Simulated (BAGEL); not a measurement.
# singlet C2H6Al+: a chain of runs

Wanted: a single-point energy (singlet C2H6Al+, HF/6-31G*), then a single-point energy (doublet C2H6Al, NEVPT2(3,3)/6-31G*), then the energy (doublet C2H6Al, CASPT2(3,3)/6-31G*) of C2H6Al. 

The calculation is run with BAGEL 1.2.2.

## (1) Starting point

The species is C2H6Al+ (9 atoms), meant as a singlet with charge +1. SMILES of the parent species: `[CH3][Al][CH3]`. The shape is that of a PBE0-D4/def2-TZVP optimisation. That shape belongs to the parent species and isn't relaxed for this state.

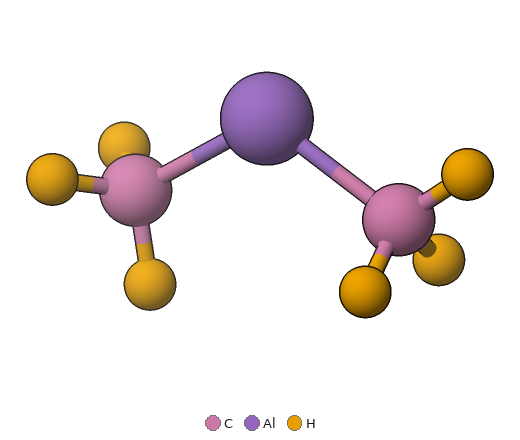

The structure, seen from a chosen angle (carbon pink, aluminium purple, hydrogen amber).

## (2) The energy at HF/6-31G(d) (density fitting with svp-jkfit, spherical functions) (run 1)

File job.json:

```json
{ "bagel" : [

{
  "title" : "molecule",
  "basis" : "6-31gs.json",
  "df_basis" : "svp-jkfit",
  "angstrom" : true,
  "geometry" : [
    { "atom" : "C", "xyz" : [      -0.810699,       1.130600,      -0.941499 ] },
    { "atom" : "Al", "xyz" : [       0.731001,       0.705500,       0.211901 ] },
    { "atom" : "C", "xyz" : [       0.877301,      -1.111400,       0.957801 ] },
    { "atom" : "H", "xyz" : [      -1.467799,       0.264500,      -1.068999 ] },
    { "atom" : "H", "xyz" : [      -0.481899,       1.460900,      -1.931899 ] },
    { "atom" : "H", "xyz" : [      -1.401499,       1.950000,      -0.519699 ] },
    { "atom" : "H", "xyz" : [       0.915301,      -1.838200,       0.137401 ] },
    { "atom" : "H", "xyz" : [      -0.021799,      -1.337900,       1.543501 ] },
    { "atom" : "H", "xyz" : [       1.748700,      -1.270300,       1.594400 ] }
  ]
},

{ "title" : "hf", "charge" : 1 },

{ "title" : "print", "file" : "orbitals.molden", "orbitals" : true }

]}
```

The basis set 6-31G* is read from a file made from the Basis Set Exchange's data (not shown).

Command:

```console
$ BAGEL_NUM_THREADS=1 BAGEL job.json > job.out
```

Output:

```text
* using 1 threads per process

  ===============================================================
  ===============================================================

  *** Geometry ***

  { "atom" : "C", "xyz" : [     -1.531999,      2.136524,     -1.779175 ] },
  { "atom" : "Al", "xyz" : [      1.381392,      1.333202,      0.400435 ] },
  { "atom" : "C", "xyz" : [      1.657859,     -2.100242,      1.809982 ] },
[... 5 lines of this table left out ...]
  { "atom" : "H", "xyz" : [      3.304564,     -2.400519,      3.012979 ] },

  Number of auxiliary basis functions:      386

  Since a DF basis is specified, we compute 2- and 3-index integrals:
    o Being stored without compression. Storage requirement is 0.010 GB

  Number of basis functions:       58
  Number of electrons      :       31

    * METHOD: MOLECULE                             0.13

  *** RHF ***

  === Nuclear Repulsion ===
    88.8574788051

      * DIIS with orbital gradients will be used.

  === RHF iteration (6-31gs.json) ===
      0       -320.75255856          0.01715638           0.02
      1       -320.83682347          0.00699038           0.02
      2       -320.85086088          0.00163937           0.02
[... 9 lines of this table left out ...]
     12       -320.85206665          0.00000000           0.02
    * SCF iteration converged.

    * Permanent dipole moment:
           (   -0.981630,    -0.990429,    -0.282314) a.u.

    * METHOD: HF                                   0.37

    * METHOD: PRINT                                0.01

  ===============================================================
```

Wall time 0.67 s (1 thread of Arm Neoverse V1, shared host); peak memory 0.14 GiB.

## (3) Doublet neutral C2H6Al: the energy at NEVPT2(3,3)/6-31G(d) (density fitting with svp-jkfit, spherical functions) (run 2)

File input.json:

```json
{ "bagel" : [

{
  "title" : "molecule",
  "basis" : "6-31gs.json",
  "df_basis" : "svp-jkfit",
  "angstrom" : true,
  "geometry" : [
    { "atom" : "C", "xyz" : [   -0.810699,    1.130600,   -0.941499 ] },
    { "atom" : "Al", "xyz" : [    0.731001,    0.705500,    0.211901 ] },
    { "atom" : "C", "xyz" : [    0.877301,   -1.111400,    0.957801 ] },
    { "atom" : "H", "xyz" : [   -1.467799,    0.264500,   -1.068999 ] },
    { "atom" : "H", "xyz" : [   -0.481899,    1.460900,   -1.931899 ] },
    { "atom" : "H", "xyz" : [   -1.401499,    1.950000,   -0.519699 ] },
    { "atom" : "H", "xyz" : [    0.915301,   -1.838200,    0.137401 ] },
    { "atom" : "H", "xyz" : [   -0.021799,   -1.337900,    1.543501 ] },
    { "atom" : "H", "xyz" : [    1.748700,   -1.270300,    1.594400 ] }
  ]
},
{
  "title" : "hf",
  "charge" : 1
},
{
  "title" : "casscf",
  "nstate" : 1,
  "nact" : 3,
  "nclosed" : 14,
  "nspin" : 1,
  "active" : [10, 16, 24],
  "maxiter" : 200,
  "natocc" : true
},
{
  "title" : "nevpt2",
  "nstate" : 1,
  "nact" : 3,
  "nclosed" : 14,
  "nspin" : 1,
  "active" : [10, 16, 24],
  "maxiter" : 200,
  "natocc" : true,
  "ncore" : 7
},
{
  "title" : "print",
  "file" : "orbitals.molden",
  "orbitals" : true
}

]}
```

The basis set 6-31G* is read from a file made from the Basis Set Exchange's data (not shown).

Command:

```console
$ BAGEL_NUM_THREADS=1 BAGEL input.json > input.out
```

Output:

```text
* using 1 threads per process

  ===============================================================
  ===============================================================

  *** Geometry ***

  { "atom" : "C", "xyz" : [     -1.531999,      2.136524,     -1.779175 ] },
  { "atom" : "Al", "xyz" : [      1.381392,      1.333202,      0.400435 ] },
  { "atom" : "C", "xyz" : [      1.657859,     -2.100242,      1.809982 ] },
[... 5 lines of this table left out ...]
  { "atom" : "H", "xyz" : [      3.304564,     -2.400519,      3.012979 ] },

[... 23 lines left out ...]
    * SCF iteration converged.
[... 1 line left out ...]
    * Permanent dipole moment:
[... 28 lines left out ...]
    * Second-order optimization converged. *
[... 13 lines left out ...]
     * ci vector, state   0, <S^2> = 0.7500
[... 3 lines left out ...]
    * METHOD: CASSCF                               1.37

    * freezing 7 orbitals

  === DF-NEVPT2 calculation ===

    * 3-index integral transformation done
    * assembly done

      NEVPT2 correlation energy:   -0.2865059027      0.06

          (+0)     -0.2223071766
          (+0)'    -0.0155510544
          (+1)     -0.0085340005
          (+1)'    -0.0003926747
          (+2)     -0.0001904143
          (-1)     -0.0329559391
          (-1)'    -0.0004080765
          (-2)     -0.0061665666

      NEVPT2 total energy:       -321.4001578898

    * METHOD: NEVPT2                               0.10

    * METHOD: PRINT                                0.01

  ===============================================================
```

Wall time 2.1 s (1 thread of Arm Neoverse V1, shared host); peak memory 0.14 GiB.

## (4) Doublet neutral C2H6Al: the energy at CASPT2(3,3)/6-31G(d) (density fitting with svp-jkfit, spherical functions) (run 3)

File input.json:

```json
{ "bagel" : [

{
  "title" : "molecule",
  "basis" : "6-31gs.json",
  "df_basis" : "svp-jkfit",
  "angstrom" : "true",
  "geometry" : [
    { "atom" : "C", "xyz" : [      -0.810699,       1.130600,      -0.941499 ] },
    { "atom" : "Al", "xyz" : [       0.731001,       0.705500,       0.211901 ] },
    { "atom" : "C", "xyz" : [       0.877301,      -1.111400,       0.957801 ] },
    { "atom" : "H", "xyz" : [      -1.467799,       0.264500,      -1.068999 ] },
    { "atom" : "H", "xyz" : [      -0.481899,       1.460900,      -1.931899 ] },
    { "atom" : "H", "xyz" : [      -1.401499,       1.950000,      -0.519699 ] },
    { "atom" : "H", "xyz" : [       0.915301,      -1.838200,       0.137401 ] },
    { "atom" : "H", "xyz" : [      -0.021799,      -1.337900,       1.543501 ] },
    { "atom" : "H", "xyz" : [       1.748700,      -1.270300,       1.594400 ] }
  ]
},

{ "title" : "hf", "charge" : 1 },

{ "title" : "casscf", "nstate" : 1, "nact" : 3, "nclosed" : 14, "nspin" : 1, "active" : [10, 16, 24], "maxiter" : 200, "natocc" : "true" },

{ "title" : "print", "file" : "orbitals.molden", "orbitals" : "true" },

{ "title" : "smith", "method" : "caspt2", "ms" : "true", "xms" : "true", "sssr" : "true", "shift" : 0.2, "shift_imag" : "true", "ncore" : 7 }

]}
```

The basis set 6-31G* is read from a file made from the Basis Set Exchange's data (not shown).

Command:

```console
$ BAGEL_NUM_THREADS=1 BAGEL input.json > input.out
```

Output:

```text
* using 1 threads per process

  ===============================================================
  ===============================================================

  *** Geometry ***

  { "atom" : "C", "xyz" : [     -1.531999,      2.136524,     -1.779175 ] },
  { "atom" : "Al", "xyz" : [      1.381392,      1.333202,      0.400435 ] },
  { "atom" : "C", "xyz" : [      1.657859,     -2.100242,      1.809982 ] },
[... 5 lines of this table left out ...]
  { "atom" : "H", "xyz" : [      3.304564,     -2.400519,      3.012979 ] },

[... 25 lines left out ...]
    * Permanent dipole moment:
[... 42 lines left out ...]
     * ci vector, state   0, <S^2> = 0.7500
[... 21 lines left out ...]
       #      aibj      arbs      arbi      airj      risj      airs      arst      rist         Etot      error   time
[... 10 lines left out ...]
      ------------------------------------------------------------------------------------------------------------------

    * CASPT2 energy : state  0     -321.4055497395
        w/o shift correction       -321.4035972459
        reference weight              0.9011296203

    * METHOD: SMITH                                0.26

  ===============================================================
```

It took 2.3 s on 1 thread of Arm Neoverse V1, shared host; peak memory 0.14 GiB.

## (5) Results

```
                                   quantity          value
             run 1, HF/6-31G*: total energy  -320.85207 Eh
              run 1, HF/6-31G*: HOMO energy      -16.20 eV
              run 1, HF/6-31G*: LUMO energy       -6.01 eV
            run 1, HF/6-31G*: HOMO–LUMO gap       10.19 eV
doublet neutral C2H6Al, run 2: total energy  -321.40016 Eh
doublet neutral C2H6Al, run 3: total energy  -321.40555 Eh
```
